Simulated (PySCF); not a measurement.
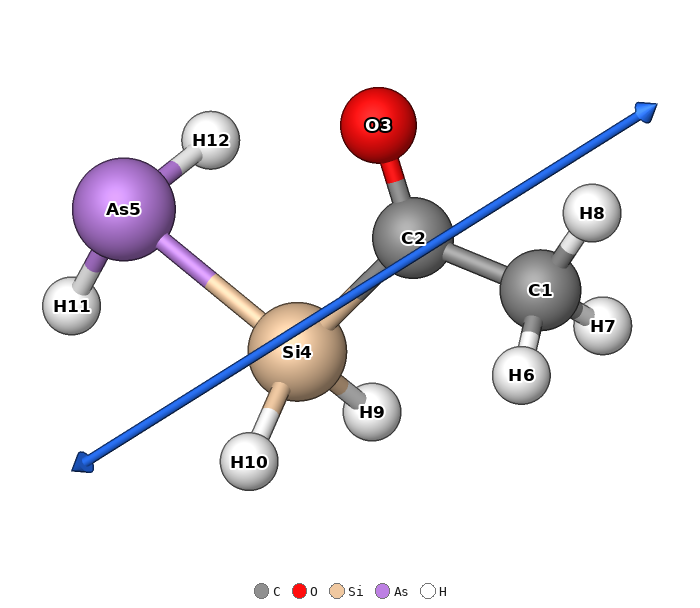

The double arrow shows the direction of the transition dipole to excited singlet state 9 (its length means nothing). Computed geometry: PBE0-D3(BJ)/def2-SVP optimisation. No frequency run is at hand to confirm it as a minimum. Properties computed with TDDFT PBE0/def2-TZVPD, vertical, gas phase, core orbitals frozen in the response (PySCF 2.14.0).

### Give its energy, strength and character.

6.65 eV (186 nm), oscillator strength 0.17, mainly HOMO → LUMO+4 (weight 0.85); transition dipole 2.60 D.
